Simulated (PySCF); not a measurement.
# C$_{6}$H$_{10}$, SMILES `C1=CCCCC1`: electronic structure

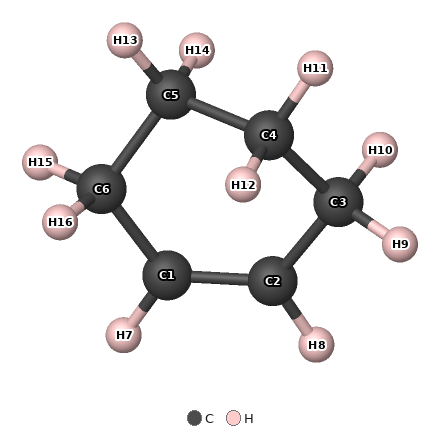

The molecule, with its atoms numbered as below. No frequency check shows the geometry to be a minimum.

Geometry (Å), atoms numbered from 1:

```
C1       0.6590   -1.2911   -0.0527
C2      -0.6590   -1.2911    0.0527
C3      -1.4838   -0.0423    0.1171
C4      -0.6837    1.1757   -0.3374
C5       0.6837    1.1757    0.3374
C6       1.4838   -0.0423   -0.1171
H7       1.2049   -2.2233   -0.1084
H8      -1.2049   -2.2233    0.1084
H9      -2.3765   -0.1615   -0.5025
H10     -1.8263    0.1020    1.1478
H11     -1.2277    2.0917   -0.0977
H12     -0.5485    1.1371   -1.4205
H13      1.2277    2.0917    0.0977
H14      0.5485    1.1371    1.4205
H15      2.3765   -0.1615    0.5025
H16      1.8263    0.1020   -1.1478
```

### 1. Bonding charge

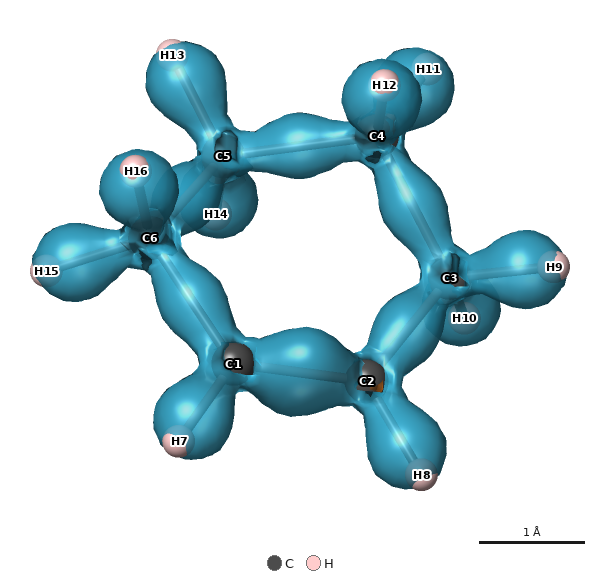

Deformation density (molecule less spherical, spin-averaged free atoms at the same positions), surfaces at ±0.28 e/Å³; light blue: gain, orange: loss.

Level of theory: HF/def2-SVP (PySCF), at a geometry from GFN2-xTB.

> How much density has each bond gained at its critical point, relative to the free atoms?

C1–C2: +0.84 e/Å³ at the bond critical point (bond length 1.32 Å, Mayer order 2.0). C1–H7 and C2–H8: +0.71 e/Å³ at the bond critical point (bond length 1.08 Å, Mayer order 1.0). C4–H11 and C5–H13: +0.68 e/Å³ at the bond critical point (bond length 1.09 Å, Mayer order 1.0). C4–H12 and C5–H14: +0.68 e/Å³ at the bond critical point (bond length 1.09 Å, Mayer order 1.0). C3–H9 and C6–H15: +0.67 e/Å³ at the bond critical point (bond length 1.09 Å, Mayer order 1.0). C3–H10 and C6–H16: +0.66 e/Å³ at the bond critical point (bond length 1.10 Å, Mayer order 1.0). C2–C3 and C1–C6: +0.59 e/Å³ at the bond critical point (bond length 1.50 Å, Mayer order 1.0). C4–C5: +0.56 e/Å³ at the bond critical point (bond length 1.52 Å, Mayer order 1.0). C3–C4 and C5–C6: +0.55 e/Å³ at the bond critical point (bond length 1.53 Å, Mayer order 1.0). In all, 3.6 electrons gather in the regions of gain relative to the promolecule.

### 2. Bond critical points

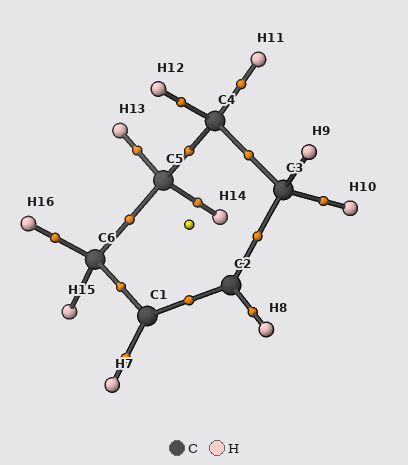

Molecular graph of the electron density (QTAIM): bond paths, bond critical points (orange), ring points (yellow, if any); weak paths are dashed.

> How many critical points of each kind are there, and does the count close?

16 nuclei, 16 bond, 1 ring and 0 cage critical points: 16 − 16 + 1 − 0 = 1, as the Poincaré–Hopf relation requires.

> Tabulate density, Laplacian, ellipticity and energy density at the bond critical points (atomic units).

| bond | length (Å) | ρ (a.u.) | ∇²ρ (a.u.) | ε | H (a.u.) |
| --- | --- | --- | --- | --- | --- |
| C1–C2 | 1.322 | 0.355 | −1.04 | 0.48 | −0.399 |
| C1–H7 (2 alike) | 1.082 | 0.288 | −1.12 | 0.01 | −0.322 |
| C4–H11 (2 alike) | 1.092 | 0.282 | −1.05 | 0.00 | −0.310 |
| C4–H12 (2 alike) | 1.092 | 0.282 | −1.05 | 0.00 | −0.310 |
| C3–H9 (2 alike) | 1.093 | 0.281 | −1.04 | 0.00 | −0.308 |
| C3–H10 (2 alike) | 1.096 | 0.278 | −1.03 | 0.00 | −0.304 |
| C2–C3 (2 alike) | 1.498 | 0.267 | −0.72 | 0.03 | −0.235 |
| C4–C5 | 1.525 | 0.256 | −0.67 | 0.00 | −0.218 |
| C3–C4 (2 alike) | 1.526 | 0.255 | −0.67 | 0.00 | −0.217 |

> What kind of interaction is C4–H11?

Shared-shell (covalent): ρ = 0.282, ∇²ρ = −1.05, H = −0.310 a.u.

### 3. Local ionisation energy

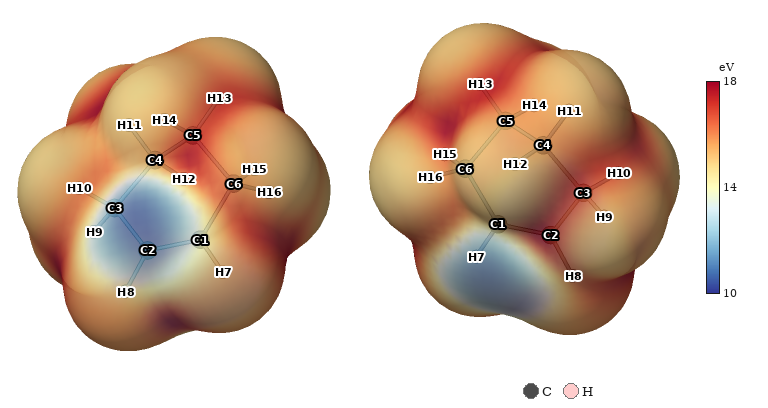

Average local ionisation energy on the surface of electron density 0.001 a.u. (back view left, front view right).

> Where are the most loosely bound electrons on this surface?

The lowest value is 10.9 eV, off the C1–C2 bond (2.2 to 2.3 Å from its atoms), and at like points elsewhere. Further minima include 14.7 eV, 1.4 Å from H16, and at like points elsewhere. For comparison, the highest occupied orbital lies at −9.4 eV.

> What volume does the surface enclose, and what is the dipole moment?

About 131 Å³; the dipole moment is 0.2 D.

### 4. Localised orbitals

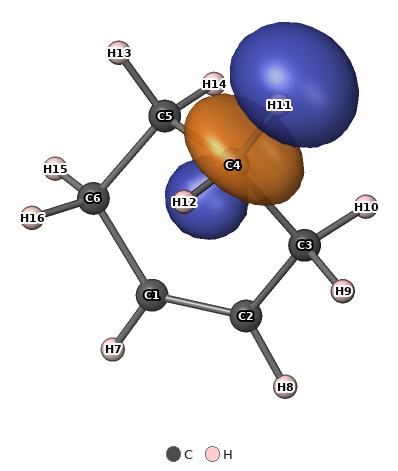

Intrinsic bond orbitals (IBO), occupied and valence-virtual; each surface holds about 80 % of the orbital's density. Energies are diagonal elements of the Fock matrix.

PySCF calculation, TPSS/def2-TZVP, gas phase; geometry: GFN2-xTB.

> What does this orbital represent?

σ* orbital H11–C4 (H11 56 %, C4 43 %; 9.2 eV).
